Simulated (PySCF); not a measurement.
C5H7O2S (doublet)

Input

```
{"job": {"kind": "epr", "basis": "pcH-1"}, "charge": 0, "multiplicity": 2}
C      2.518610    -1.303190    -0.020579
C      1.334293    -0.729955     0.233961
C      0.132554    -1.109193    -0.434435
C     -1.102118    -0.556359    -0.236461
C     -1.405125     0.485209     0.671031
S     -0.893562     2.293760    -0.289181
O     -1.496259     2.175706    -1.600731
O     -1.492955     3.271312     0.597478
H      3.417468    -1.001239     0.487378
H      2.616317    -2.090416    -0.749615
H      1.278298     0.061225     0.968389
H      0.226319    -1.900521    -1.165652
H     -1.905718    -0.888640    -0.879278
H     -2.451554     0.688819     0.851345
H     -0.780982     0.611470     1.544438
```

Run with:

```sh
OMP_NUM_THREADS=1 python probes_run.py task.json out
```

Geometry: GFN2-xTB.

The calculation used PySCF 2.14.0, density-fitted response routines, UKS B3LYP, pcH-1 on C H O S, non-relativistic, mean-field spin-orbit, GIAO.

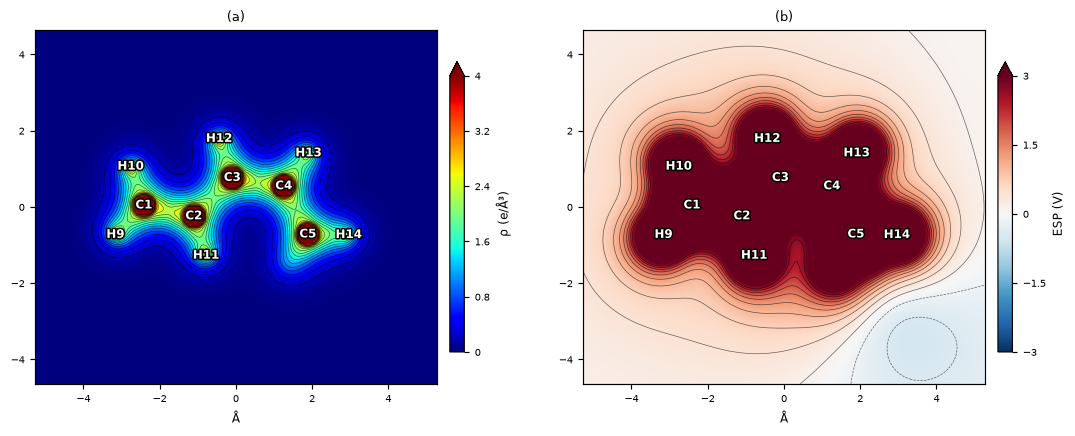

Figure 1. (a) total electron density; (b) electrostatic potential on the plane of atoms C1, C2 and H11.

### What does the map show?

Atoms in the plane: C and H. C–C (1.34 Å): the density is about 2.3 e/Å³ at the midpoint. C–H (1.08 Å): the density is about 2.1 e/Å³ at the midpoint. C–C (1.41 Å): ρ at the midpoint is about 2 e/Å³. Outside the dense part of the molecule the potential is most negative (−0.5 V) near O8, which lies off the plane.

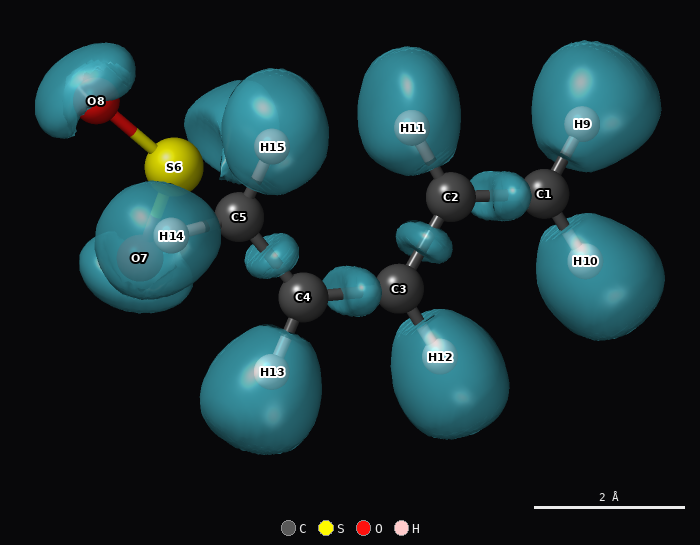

Figure 2. Isosurface of the ELF at 0.85 (cyan), seen at a tilt. Core shells and regions of very low density are left out.

### Describe the localisation domains.

At this value the surface marks out four regions between bonded C–C atoms (shared pairs), seven regions around hydrogen nuclei, two lobes on O, pointing away from the bonds (non-bonding electrons, which may merge into one lobe) and one lobe on S, pointing away from the bonds (non-bonding electrons, which may merge into one lobe). Profiles from the grid: C–C (1.34 Å): the ELF peaks at about 0.95 between the atoms (a multiple bond). S–O (1.45 Å): the ELF peaks at about 0.80 between the atoms, as expected for a polar covalent bond.

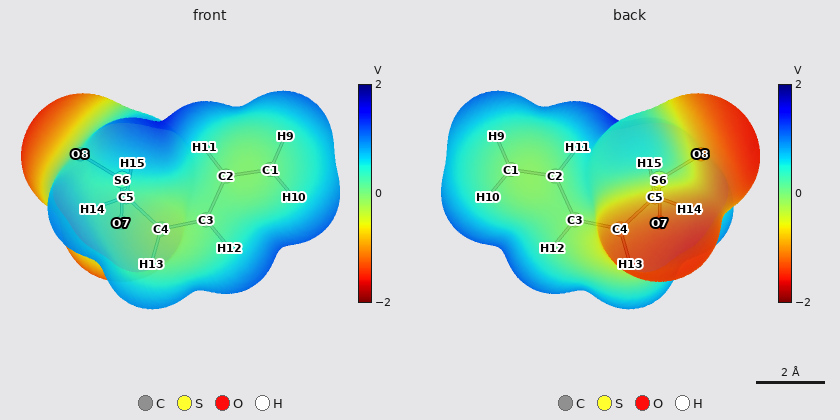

Figure 3. The electrostatic potential painted on the density surface at 0.001 e/bohr³, seen from the front and from behind; red is negative and blue positive.

### Which sites attract a positive test charge, and which a negative one?

A positive charge is drawn to the negative regions and a negative charge to the positive ones. The most negative region (about −1.6 V) lies over O7 and O8, the most positive (about +1.3 V) over H11 and H15.
